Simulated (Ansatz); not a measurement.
# CH₆SSi: a spread of methods and bases

Aim: run CH₆SSi under a spread of inputs, and see what each costs and gives.

Method: the settings change from run to run; program: Ansatz 0.2.0, Gaussian basis.

### Step 1. The relaxed structure

The geometry comes from an earlier relaxation with PBE0-D4 in a triple-zeta def2 set; it is a stationary point, not always the lowest conformer.

9 atoms, charge 0, spin multiplicity 1.

Atoms are counted from 1 here; the program's logs count them from 0.

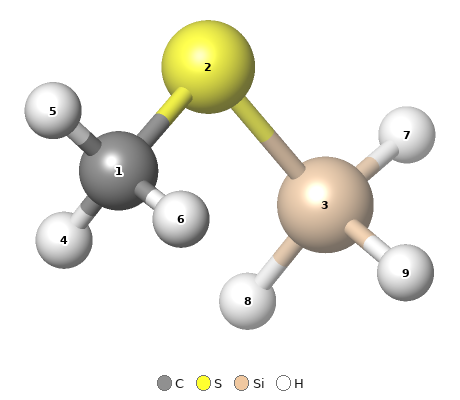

The structure; carbon grey, sulfur yellow, silicon light orange, hydrogen white; atoms are numbered from 1 in the order of the file.

### Step 2. PBE/aug-pcseg-2

This run has atoms shaken by 0.15 Å, D3(BJ) with three-body dispersion, the search for lower states set to light.

in.yaml reads:

```yaml
crystal:
  periodic: [false, false, false]
  atoms:
    - {symbol: C, position_ang: [-0.798900, 1.030118, -1.126662]}
    - {symbol: S, position_ang: [1.150623, 0.406659, -0.652650]}
    - {symbol: Si, position_ang: [0.725185, -0.919128, 0.931926]}
    - {symbol: H, position_ang: [-1.210039, 0.186755, -1.043081]}
    - {symbol: H, position_ang: [-0.635433, 1.805220, -1.746090]}
    - {symbol: H, position_ang: [-1.192171, 1.383758, 0.071263]}
    - {symbol: H, position_ang: [2.223810, -1.518231, 1.211923]}
    - {symbol: H, position_ang: [-0.036631, -2.001959, 0.418910]}
    - {symbol: H, position_ang: [0.420457, -0.762735, 1.983436]}
basis:
  gaussian: {orbitals: aug-pcseg-2}
hamiltonian: {xc: {name: PBE}, dispersion: d3bjatm}
scf: {lower_state_search: light}
output: {forces: true}
```

The run is started by

```bash
$ ansatz run in.yaml --threads 4 --pin off --events-out ev --progress --plain --max-ram 10444MiB
```

Log (excerpt; [...] marks lines left out):

```text
Functional definition: PBE
  name "PBE"
  cite "Perdew, Burke & Ernzerhof, Phys. Rev. Lett. 77, 3865 (1996) doi:10.1103/PhysRevLett.77.3865"
  parent pbe
[...]
1234 factors; their error is unknown
[...]
mean field -19834.36275212 eV, -728.8993869266 hartree, gradient 2.1e-5 eV, S^2 0.000000; 0 other end points of the search recorded, 0 dependent functions left out
[...]
reference -19834.36282006 eV, -728.8993894231 hartree; 21, 21 occupied and 263, 263 virtual orbitals, 1234 factors
Total energy: -19834.55103061 eV, -728.9063060334 hartree
Atom 0 at    -0.798900     1.030118    -1.126662 Å, force     4.292326     3.901637     7.941680 eV/Å
Atom 1 at     1.150623     0.406659    -0.652650 Å, force    -1.684470     1.213327    -0.416277 eV/Å
Atom 2 at     0.725185    -0.919128     0.931926 Å, force     7.561016    -3.331616   -14.748266 eV/Å
Atom 3 at    -1.210039     0.186755    -1.043081 Å, force    -3.774958    -6.789664    -1.518186 eV/Å
Atom 4 at    -0.635433     1.805220    -1.746090 Å, force    -0.142420     2.192222    -2.604451 eV/Å
Atom 5 at    -1.192171     1.383758     0.071263 Å, force     1.155516     0.011092    -3.303659 eV/Å
Atom 6 at     2.223810    -1.518231     1.211923 Å, force    -1.367605     0.526506    -0.474076 eV/Å
Atom 7 at    -0.036631    -2.001959     0.418910 Å, force    -0.984169    -1.150247    -0.581259 eV/Å
Atom 8 at     0.420457    -0.762735     1.983436 Å, force    -5.055236     3.426742    15.704492 eV/Å
Dipole moment:    -0.452270     0.172309     0.009882 e Å
```

Run time: 2.6 s. Hardware: 4 threads of Arm Neoverse V2, shared host.

Largest force 16.905 eV/Å, dipole 2.33 D.

### Step 3. B2PLYP/6-31G

This run has the search for lower states set to light.

in.yaml reads:

```yaml
crystal:
  periodic: [false, false, false]
  atoms:
    - {symbol: C, position_ang: [-0.689302, 1.018261, -0.888089]}
    - {symbol: S, position_ang: [1.021467, 0.429146, -0.730313]}
    - {symbol: Si, position_ang: [0.748583, -0.986597, 0.829700]}
    - {symbol: H, position_ang: [-1.359333, 0.206856, -1.172293]}
    - {symbol: H, position_ang: [-0.691676, 1.769919, -1.676857]}
    - {symbol: H, position_ang: [-1.033246, 1.478296, 0.038273]}
    - {symbol: H, position_ang: [2.081281, -1.581821, 1.092742]}
    - {symbol: H, position_ang: [-0.216046, -2.046390, 0.428823]}
    - {symbol: H, position_ang: [0.226870, -0.333868, 2.061015]}
basis:
  gaussian: {orbitals: 6-31G}
hamiltonian: {xc: {name: B2PLYP}}
scf: {lower_state_search: light}
```

Launched as before.

Log (excerpt; [...] marks lines left out):

```text
Functional definition: B2PLYP
  name "B2PLYP"
  cite "Grimme, J. Chem. Phys. 124, 034108 (2006) doi:10.1063/1.2148954"
  cite "Becke, Phys. Rev. A 38, 3098 (1988) doi:10.1103/PhysRevA.38.3098"
  cite "Lee, Yang & Parr, Phys. Rev. B 37, 785 (1988) doi:10.1103/PhysRevB.37.785"
[...]
599 factors; integrals over basis functions are off by at most 2.0e-4 eV
[...]
mean field -19832.52256269 eV, -728.8317612122 hartree, gradient 5.1e-6 eV, S^2 0.000000; 0 other end points of the search recorded, 0 dependent functions left out
11 core orbitals not correlated: weight in the atoms' cores, before any rotation towards them, 1.000 or more for the frozen orbitals, at most 0.000 for the correlated occupied ones
reference -19832.52270367 eV, -728.8317663930 hartree; 10, 10 occupied and 26, 26 virtual orbitals, 599 factors
second order -6.82490728 eV of doubles, -0.00000000 eV of singles
Total energy: -19834.36542863 eV, -728.8994852864 hartree
```

Wall time 0.5 s (4 threads of Arm Neoverse V2, shared host).

### Step 4. wB97X/6-31++G**

This run has charge -1, multiplicity 2, atoms shaken by 0.03 Å.

in.yaml reads:

```yaml
crystal:
  periodic: [false, false, false]
  atoms:
    - {symbol: C, position_ang: [-0.639661, 1.038390, -0.824418]}
    - {symbol: S, position_ang: [1.001803, 0.388678, -0.792342]}
    - {symbol: Si, position_ang: [0.747699, -0.989109, 0.840682]}
    - {symbol: H, position_ang: [-1.375343, 0.210763, -1.185700]}
    - {symbol: H, position_ang: [-0.615362, 1.754866, -1.604714]}
    - {symbol: H, position_ang: [-1.023753, 1.501230, 0.042147]}
    - {symbol: H, position_ang: [2.105021, -1.593965, 1.085378]}
    - {symbol: H, position_ang: [-0.193698, -2.070609, 0.394700]}
    - {symbol: H, position_ang: [0.225257, -0.327190, 2.034642]}
basis:
  gaussian: {orbitals: "6-31++G**"}
total_charge: -1
magnetization: {spin_polarized: true, initial_magnetization: 1}
hamiltonian: {xc: {name: wB97X}}
output: {forces: true}
```

The command is unchanged.

Log (excerpt; [...] marks lines left out):

```text
Functional definition: wB97X
  name "wB97X"
  cite "Chai & Head-Gordon, J. Chem. Phys. 128, 084106 (2008) doi:10.1063/1.2834918"
  cite "Becke, J. Chem. Phys. 107, 8554 (1997) doi:10.1063/1.475007"
[...]
  # The coefficients of nought are those of the uniform gas.
[...]
      + exact_x_lr(omega)
[...]
      + integral(e_c_pw_opposite_spin*poly(b97_u_opposite, 1, cos1, cos2, cos3, cos4))
897 factors; integrals over basis functions are off by at most 1.3e-3 eV
272 factors; integrals over basis functions are off by at most 1.7e-5 eV
[...]
mean field -19845.78810697 eV, -729.3192609728 hartree, gradient 4.7e-6 eV, S^2 0.750656; 6 other end points of the search recorded, 0 dependent functions left out
[...]
reference -19845.78810904 eV, -729.3192610491 hartree; 22, 21 occupied and 79, 80 virtual orbitals, 897 factors
Total energy: -19845.78810904 eV, -729.3192610491 hartree
Atom 0 at    -0.639661     1.038390    -0.824418 Å, force    -1.790281    -2.360052    -1.839541 eV/Å
Atom 1 at     1.001803     0.388678    -0.792342 Å, force     1.256096    -0.688983     0.967552 eV/Å
Atom 2 at     0.747699    -0.989109     0.840682 Å, force     0.344332    -0.189215    -1.149320 eV/Å
Atom 3 at    -1.375343     0.210763    -1.185700 Å, force     0.965577     1.409046     0.711197 eV/Å
Atom 4 at    -0.615362     1.754866    -1.604714 Å, force    -0.295679     1.009333    -0.877148 eV/Å
Atom 5 at    -1.023753     1.501230     0.042147 Å, force    -0.254997     0.526879     1.386918 eV/Å
Atom 6 at     2.105021    -1.593965     1.085378 Å, force    -0.230879     0.078924     0.089821 eV/Å
Atom 7 at    -0.193698    -2.070609     0.394700 Å, force     0.118428     0.104462     0.289963 eV/Å
Atom 8 at     0.225257    -0.327190     2.034642 Å, force    -0.112596     0.109608     0.420557 eV/Å
Dipole moment:     1.635935    -1.526300     0.932119 e Å
```

Wall time 18 s (4 threads of Arm Neoverse V2, shared host); peak memory 0.41 GiB.

Largest force 3.487 eV/Å, ⟨S²⟩ 0.751.

### Step 5. RPA/def2-TZVPP

This run has atoms shaken by 0.08 Å, the search for lower states set to off.

in.yaml reads:

```yaml
crystal:
  periodic: [false, false, false]
  atoms:
    - {symbol: C, position_ang: [-0.627840, 0.990727, -1.018027]}
    - {symbol: S, position_ang: [1.152488, 0.314403, -0.854829]}
    - {symbol: Si, position_ang: [0.863368, -1.017812, 0.667264]}
    - {symbol: H, position_ang: [-1.333492, 0.193088, -1.296120]}
    - {symbol: H, position_ang: [-0.694803, 1.855507, -1.612311]}
    - {symbol: H, position_ang: [-1.021033, 1.608283, 0.206325]}
    - {symbol: H, position_ang: [1.996312, -1.542987, 1.053313]}
    - {symbol: H, position_ang: [-0.177501, -2.077259, 0.403482]}
    - {symbol: H, position_ang: [0.146025, -0.424659, 2.060468]}
basis:
  gaussian: {orbitals: def2-TZVPP}
hamiltonian: {xc: {name: HF}}
correlation: {method: rpa}
scf: {lower_state_search: off}
```

Same command.

Log (excerpt; [...] marks lines left out):

```text
Functional definition: HF
  name "HF"
  cite "Fock, Z. Phys. 61, 126 (1930) doi:10.1007/BF01340294"
  parent pbe
[...]
1130 factors; integrals over basis functions are off by at most 8.5e-4 eV
[...]
mean field -19804.45842443 eV, -727.8004231536 hartree, gradient 2.1e-6 eV, S^2 0.000000; 0 other end points of the search recorded, 0 dependent functions left out
11 core orbitals not correlated: weight in the atoms' cores, before any rotation towards them, 1.000 or more for the frozen orbitals, at most 0.000 for the correlated occupied ones
reference -19804.45842443 eV, -727.8004231536 hartree; 10, 10 occupied and 178, 178 virtual orbitals, 1130 factors
Total energy: -19821.46665972 eV, -728.4254642721 hartree
Checks for a lower state left out: stability, starts, cluster_reference, orbital_swaps, neighbouring_geometries, increment
```

Wall time 1.1 s (4 threads of Arm Neoverse V2, shared host).

### Step 6. HSE06/def2-mTZVPP

This run has D4 dispersion, relativity set to scalar, high accuracy, the search for lower states set to light.

in.yaml reads:

```yaml
crystal:
  periodic: [false, false, false]
  atoms:
    - {symbol: C, position_ang: [-0.689302, 1.018261, -0.888089]}
    - {symbol: S, position_ang: [1.021467, 0.429146, -0.730313]}
    - {symbol: Si, position_ang: [0.748583, -0.986597, 0.829700]}
    - {symbol: H, position_ang: [-1.359333, 0.206856, -1.172293]}
    - {symbol: H, position_ang: [-0.691676, 1.769919, -1.676857]}
    - {symbol: H, position_ang: [-1.033246, 1.478296, 0.038273]}
    - {symbol: H, position_ang: [2.081281, -1.581821, 1.092742]}
    - {symbol: H, position_ang: [-0.216046, -2.046390, 0.428823]}
    - {symbol: H, position_ang: [0.226870, -0.333868, 2.061015]}
basis:
  gaussian: {orbitals: def2-mTZVPP}
hamiltonian: {xc: {name: HSE06}, dispersion: d4, pseudopotentials: {relativity: scalar}}
accuracy: high
scf: {lower_state_search: light}
```

Launched as before.

Log (excerpt; [...] marks lines left out):

```text
Functional definition: HSE06
  name "HSE06"
  cite "Heyd, Scuseria & Ernzerhof, J. Chem. Phys. 118, 8207 (2003) doi:10.1063/1.1564060"
  cite "Krukau, Vydrov, Izmaylov & Scuseria, J. Chem. Phys. 125, 224106 (2006) doi:10.1063/1.2404663"
  cite "Heyd & Scuseria, J. Chem. Phys. 120, 7274 (2004) doi:10.1063/1.1668634"
  cite "Ernzerhof & Perdew, J. Chem. Phys. 109, 3313 (1998) doi:10.1063/1.476928"
  cite "Perdew, Burke & Ernzerhof, Phys. Rev. Lett. 77, 3865 (1996) doi:10.1103/PhysRevLett.77.3865"
  parent pbe
[...]
  # The whole range is PBE's own exchange, as in plane waves. The composition of these papers is wPBEh.
[...]
2206 factors; integrals over basis functions are off by at most 3.8e-9 eV
102 factors; integrals over basis functions are off by at most 2.1e-9 eV
[...]
mean field -19881.39167377 eV, -730.6276679198 hartree, gradient 7.5e-8 eV, S^2 0.000000; 0 other end points of the search recorded, 0 dependent functions left out
reference -19881.39167763 eV, -730.6276680616 hartree; 21, 21 occupied and 82, 82 virtual orbitals, 2206 factors
Total energy: -19881.52960914 eV, -730.6327369511 hartree
Relativity: scalar
```

Wall time 2.2 s (4 threads of Arm Neoverse V2, shared host).

### Step 7. RPA/ANO-RCC-VTZP

Edit in.yaml of step 6 so:

```diff
@@ -13,5 +13,4 @@
 basis:
-  gaussian: {orbitals: def2-mTZVPP}
-hamiltonian: {xc: {name: HSE06}, dispersion: d4, pseudopotentials: {relativity: scalar}}
-accuracy: high
-scf: {lower_state_search: light}
+  gaussian: {orbitals: ANO-RCC-VTZP}
+hamiltonian: {xc: {name: HF}}
+correlation: {method: rpa}
```

The command is unchanged.

Log:

```text
Functional definition: HF
  name "HF"
  cite "Fock, Z. Phys. 61, 126 (1930) doi:10.1007/BF01340294"
  parent pbe
  exchange = exact_x
  correlation = 0
1052 factors; integrals over basis functions are off by at most 1.1e-3 eV
mean field evaluation 1: about -19851.6134 eV, gradient 2.0e1 eV
mean field evaluation 2: about -19851.7174 eV, gradient 2.1e1 eV
mean field evaluation 4: about -19853.2630 eV, gradient 2.9e0 eV
mean field evaluation 8: about -19853.2955 eV, gradient 1.3e-1 eV
mean field -19853.29560313 eV, -729.5951563680 hartree, gradient 1.6e-6 eV, S^2 0.000000; 0 other end points of the search recorded, 0 dependent functions left out
11 core orbitals not correlated: weight in the atoms' cores, before any rotation towards them, 1.000 or more for the frozen orbitals, at most 0.000 for the correlated occupied ones
reference -19853.29560313 eV, -729.5951563680 hartree; 10, 10 occupied and 161, 161 virtual orbitals, 1052 factors
Total energy: -19870.18450497 eV, -730.2158120628 hartree
Relativity: scalar
```

Wall time 3 s (4 threads of Arm Neoverse V2, shared host).

### Step 8. SPW92/def2-SVPD

Options: unrestricted orbitals.

Edit in.yaml of step 7 so:

```diff
@@ -13,4 +13,5 @@
 basis:
-  gaussian: {orbitals: ANO-RCC-VTZP}
-hamiltonian: {xc: {name: HF}}
-correlation: {method: rpa}
+  gaussian: {orbitals: def2-SVPD}
+magnetization: {spin_polarized: true, initial_magnetization: 0}
+hamiltonian: {xc: {name: SPW92}}
+output: {forces: true}
```

Launched as before.

Log (excerpt; [...] marks lines left out):

```text
Functional definition: SPW92
  name "SPW92"
  cite "Dirac, Proc. Camb. Phil. Soc. 26, 376 (1930) doi:10.1017/S0305004100016108"
  cite "Slater, Phys. Rev. 81, 385 (1951) doi:10.1103/PhysRev.81.385"
  cite "Perdew & Wang, Phys. Rev. B 45, 13244 (1992) doi:10.1103/PhysRevB.45.13244"
[...]
1051 factors; their error is unknown
[...]
mean field -19761.36602566 eV, -726.2168067082 hartree, gradient 1.4e-5 eV, S^2 0.000000; 0 other end points of the search recorded, 0 dependent functions left out
[...]
reference -19761.36607438 eV, -726.2168084985 hartree; 21, 21 occupied and 98, 98 virtual orbitals, 1051 factors
Total energy: -19761.36607438 eV, -726.2168084985 hartree
Atom 0 at    -0.689302     1.018261    -0.888089 Å, force     0.553868    -0.219796     0.081660 eV/Å
Atom 1 at     1.021467     0.429146    -0.730313 Å, force     0.111881     0.132957    -0.170058 eV/Å
Atom 2 at     0.748583    -0.986597     0.829700 Å, force    -0.005226     0.044610    -0.045181 eV/Å
Atom 3 at    -1.359333     0.206856    -1.172293 Å, force    -0.396139    -0.466300    -0.167586 eV/Å
Atom 4 at    -0.691676     1.769919    -1.676857 Å, force    -0.008198     0.408647    -0.427056 eV/Å
Atom 5 at    -1.033246     1.478296     0.038273 Å, force    -0.206946     0.271442     0.535008 eV/Å
Atom 6 at     2.081281    -1.581821     1.092742 Å, force     0.293096    -0.111812     0.037873 eV/Å
Atom 7 at    -0.216046    -2.046390     0.428823 Å, force    -0.222309    -0.227959    -0.111118 eV/Å
Atom 8 at     0.226870    -0.333868     2.061015 Å, force    -0.120027     0.168212     0.266458 eV/Å
Dipole moment:    -0.297761     0.033800     0.044700 e Å
```

It took 0.75 s on 4 threads of Arm Neoverse V2, shared host.

Largest force 0.635 eV/Å, dipole 1.46 D, ⟨S²⟩ 0.000.

### Step 9. wB97M-V/def2-TZVP

Set apart from the defaults: atoms shaken by 0.08 Å, high accuracy.

in.yaml reads:

```yaml
crystal:
  periodic: [false, false, false]
  atoms:
    - {symbol: C, position_ang: [-0.820519, 1.109743, -0.842228]}
    - {symbol: S, position_ang: [0.889803, 0.564476, -0.624422]}
    - {symbol: Si, position_ang: [0.675185, -0.937926, 0.711084]}
    - {symbol: H, position_ang: [-1.287068, 0.191126, -1.245647]}
    - {symbol: H, position_ang: [-0.689856, 1.872232, -1.620914]}
    - {symbol: H, position_ang: [-1.044756, 1.495799, 0.169122]}
    - {symbol: H, position_ang: [2.142806, -1.565022, 1.005356]}
    - {symbol: H, position_ang: [-0.240044, -2.109672, 0.294560]}
    - {symbol: H, position_ang: [0.114212, -0.227664, 1.943448]}
basis:
  gaussian: {orbitals: def2-TZVP}
hamiltonian: {xc: {name: wB97M-V}}
accuracy: high
output: {forces: true}
```

The command is unchanged.

Log (excerpt; [...] marks lines left out):

```text
Functional definition: wB97M-V
  name "wB97M-V"
  cite "Mardirossian & Head-Gordon, J. Chem. Phys. 144, 214110 (2016) doi:10.1063/1.4952647"
  cite "Becke, J. Chem. Phys. 107, 8554 (1997) doi:10.1063/1.475007"
  cite "Vydrov & Van Voorhis, J. Chem. Phys. 133, 244103 (2010) doi:10.1063/1.3521275"
  # Of w^i u^j: cxij and so on, Table III.
[...]
  gx(w, u) = 1 - cx + cx01*u + cx10*w
  gss(w, u) = css00 + css04*u^4 + css10*w + css20*w^2 + css43*w^4*u^3
  gos(w, u) = cos00 + cos10*w + (cos20 + cos21*u)*w^2 + (cos60 + cos61*u)*w^6
[...]
      + integral(e_c_pw_mod_opposite_spin*gos(b97_w_opposite, b97_u_opposite)) + vv10(b, c)
2647 factors; integrals over basis functions are off by at most 4.1e-9 eV
424 factors; integrals over basis functions are off by at most 2.6e-9 eV
[...]
Total energy: -19846.45976355 eV, -729.3439438968 hartree
Atom 0 at    -0.820519     1.109743    -0.842228 Å, force     1.070918    -0.506964     0.032008 eV/Å
Atom 1 at     0.889803     0.564476    -0.624422 Å, force     1.680080     0.969580    -1.677631 eV/Å
Atom 2 at     0.675185    -0.937926     0.711084 Å, force     0.710168    -2.159327     2.107986 eV/Å
Atom 3 at    -1.287068     0.191126    -1.245647 Å, force    -0.701282     1.009485     0.548881 eV/Å
Atom 4 at    -0.689856     1.872232    -1.620914 Å, force    -0.674064    -0.069424     0.423367 eV/Å
Atom 5 at    -1.044756     1.495799     0.169122 Å, force    -0.983195    -0.186132    -0.934522 eV/Å
Atom 6 at     2.142806    -1.565022     1.005356 Å, force    -1.800131     0.852682    -0.338287 eV/Å
Atom 7 at    -0.240044    -2.109672     0.294560 Å, force     0.511900     0.853039     0.234796 eV/Å
Atom 8 at     0.114212    -0.227664     1.943448 Å, force     0.185607    -0.762938    -0.396600 eV/Å
Dipole moment:    -0.309225     0.093179    -0.067419 e Å
```

Run time: 24 s. Hardware: 4 threads of Arm Neoverse V2, shared host; peak memory 0.89 GiB.

Largest force 3.100 eV/Å, dipole 1.58 D.

### Step 10. wB97X-V/aug-cc-pVTZ

Set apart from the defaults: atoms shaken by 0.08 Å.

in.yaml reads:

```yaml
crystal:
  periodic: [false, false, false]
  atoms:
    - {symbol: C, position_ang: [-0.789366, 1.081430, -0.938150]}
    - {symbol: S, position_ang: [0.889009, 0.335707, -0.673662]}
    - {symbol: Si, position_ang: [0.719815, -0.948816, 0.801591]}
    - {symbol: H, position_ang: [-1.465496, 0.143548, -1.178323]}
    - {symbol: H, position_ang: [-0.647911, 1.745041, -1.610910]}
    - {symbol: H, position_ang: [-1.217677, 1.442173, 0.072622]}
    - {symbol: H, position_ang: [2.154360, -1.640554, 1.153805]}
    - {symbol: H, position_ang: [-0.215010, -1.899435, 0.476989]}
    - {symbol: H, position_ang: [0.196665, -0.274844, 1.983199]}
basis:
  gaussian: {orbitals: aug-cc-pVTZ}
hamiltonian: {xc: {name: wB97X-V}}
```

Launched as before.

Log (excerpt; [...] marks lines left out):

```text
Functional definition: wB97X-V
  name "wB97X-V"
  cite "Mardirossian & Head-Gordon, Phys. Chem. Chem. Phys. 16, 9904 (2014) doi:10.1039/C3CP54374A"
  cite "Becke, J. Chem. Phys. 107, 8554 (1997) doi:10.1063/1.475007"
  cite "Vydrov & Van Voorhis, J. Chem. Phys. 133, 244103 (2010) doi:10.1063/1.3521275"
[...]
      + integral(e_c_pw_opposite_spin*poly(b97_u_opposite, cos0, cos1)) + vv10(b, c)
1273 factors; their error is unknown
471 factors; integrals over basis functions are off by at most 1.9e-5 eV
[...]
mean field -19844.97078286 eV, -729.2892248657 hartree, gradient 3.2e-5 eV, S^2 0.000000; 0 other end points of the search recorded, 0 dependent functions left out
reference -19844.97077979 eV, -729.2892247531 hartree; 21, 21 occupied and 263, 263 virtual orbitals, 1273 factors
Total energy: -19844.97077979 eV, -729.2892247531 hartree
```

Wall time 7 s (4 threads of Arm Neoverse V2, shared host); peak memory 0.86 GiB.

### Step 11. The runs in one table

```
              level  charge  multiplicity  geometry  functions  energy (eV)    time
    PBE/aug-pcseg-2       0             1    shaken        284   -19834.551   2.6 s
       B2PLYP/6-31G       0             1   relaxed         47   -19834.365   0.5 s
    wB97X/6-31++G**      -1             2    shaken        101   -19845.788    18 s
     RPA/def2-TZVPP       0             1    shaken        199   -19821.467   1.1 s
  HSE06/def2-mTZVPP       0             1   relaxed        103   -19881.530   2.2 s
   RPA/ANO-RCC-VTZP       0             1   relaxed        182   -19870.185     3 s
    SPW92/def2-SVPD       0             1   relaxed        119   -19761.366  0.75 s
  wB97M-V/def2-TZVP       0             1    shaken        141   -19846.460    24 s
wB97X-V/aug-cc-pVTZ       0             1    shaken        284   -19844.971     7 s
```

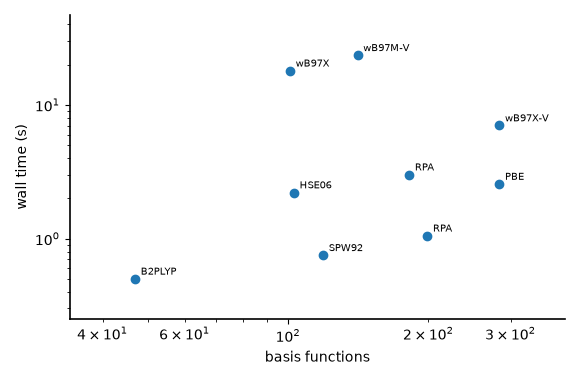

Wall time against the number of basis functions (shared host).

### Step 12. Results

| quantity | value |
| --- | --- |
| runs | 9 |
| quickest | B2PLYP/6-31G, 0.5 s |
| slowest | wB97M-V/def2-TZVP, 24 s |
| spread of total energies, same state and geometry | 120.2 eV |

In words: wB97M-V/def2-TZVP took 47 times as long as B2PLYP/6-31G. The jobs differ in tasks and options as well as level. Total energies at one charge and spin differ by 120 eV between levels, so only differences within one level mean anything. Some of these runs are scalar-relativistic and others not, which shifts the totals of all-electron atoms past neon by eV; core potentials, where a basis has them, take the core out of the total altogether. At the PBE0-D4/def2-TZVP geometry and in the same state, runs without warnings or point charges leave forces up to 0.63 eV/Å (SPW92/def2-SVPD), against 16.9 eV/Å where the atoms were moved.
